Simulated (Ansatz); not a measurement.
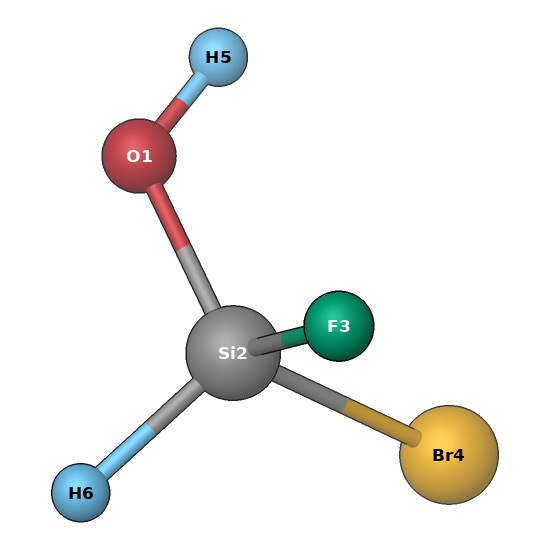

Depth is shown by fading: the farther an atom, the more it takes the colour of the background. The computed structure is the end point of a PBE0-D4/def2-TZVP optimisation. No frequency run is at hand to confirm it as a minimum.

> Which atoms or bonds are stereogenic?

Centres: Si2.

> Give the R/S and E/Z labels.

Si2: R (priorities Br4 > F3 > O1 > H6).
